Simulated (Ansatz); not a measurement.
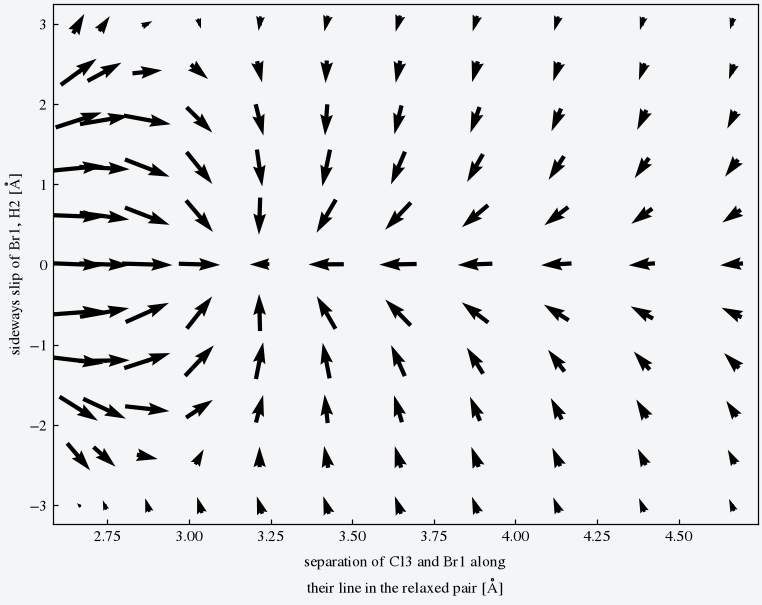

The pair BrH···Cl₂. 
- First axis: separation of Cl3 and Br1 along their line in the relaxed pair. Second axis: sideways slip of Br1, H2.
- Nothing is relaxed (both partners rigid).
- Grid: 11 × 11 points.
- Points are written as (first, second).
- These are results of RKS B3LYP-D4/def2-SVPD in Ansatz, not measurements.

In the figure: dots at the grid points, arrows along the force (downhill), their lengths compressed.

> The arrows alone are given. Where is the energy lowest?

The arrows converge at about (3.168 Å, 0.0 Å) (read from the interpolated surface).

The energy map of the same scan:

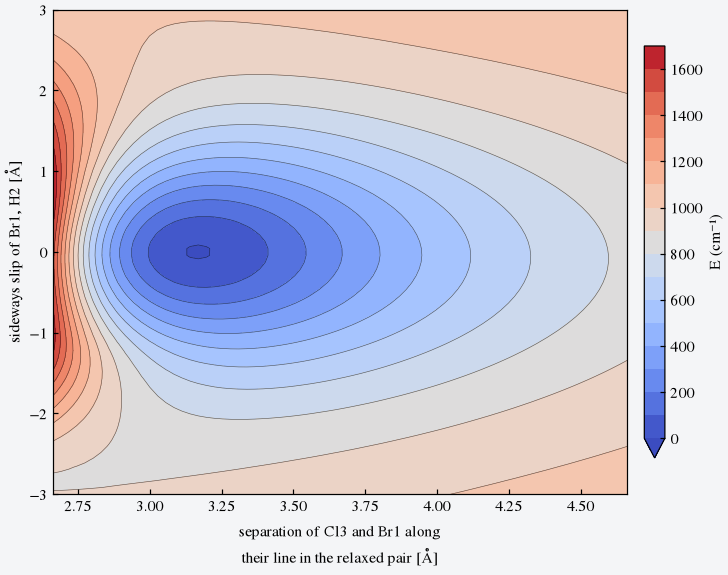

Energies are in cm⁻¹, from the lowest grid point; between grid points the surface is interpolated.
